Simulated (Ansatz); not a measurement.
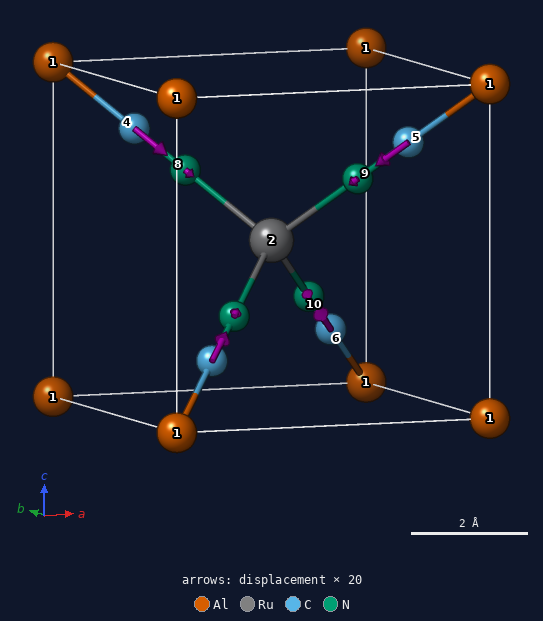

A relaxation of solid AlRuC$_{4}$N$_{4}$ (a generated structure, set up in P-43m) (coarse preliminary run). The starting structure is drawn; purple arrows show the displacements (the part carried along by the change of the cell is left out), magnified 20 times.

The picture is a ball-and-stick view of the cell of the calculation, seen slightly off an axis.

Level of theory: DFT PBE, scalar-relativistic, plane waves, PAW in Ansatz. (plane-wave cutoff 420 eV; k-point mesh 4 × 4 × 4; occupations gaussian; smearing width 0.1 eV; collinear spin; cell and atoms relaxed; force threshold 0.04 eV/Å; at most 70 steps)

Which element moves most?

Answer. Carbon: up to 0.039 Å, against 0.011 Å for nitrogen.

Describe the change and its energy.

Answer. After 3 accepted moves (4 points after the start) the energy has fallen by 0.325 eV per cell of the calculation. Largest force component: 0.7 eV/Å at the start, 0.0048 eV/Å at the end. Pressure: 4.98 GPa at the start and 0.29 GPa at the end. At 1 point the geometry stayed and the basis and grid were re-selected for the new cell (energy shift of 41.6 meV per cell of the calculation at most each time). The largest moves relative to the cell, 0.039 Å, are those of C atoms. Largest moves by element: C 0.039 Å, N 0.011 Å. Ru and Al stay in place. Cell: a = b = c 5.808 → 5.957 Å (+2.6 %). Volume +7.9 %. Some distances before and after: Al–C 1.875 → 1.962 Å, N–Ru 1.985 → 2.025 Å. The space group stays P-43m (No. 215).
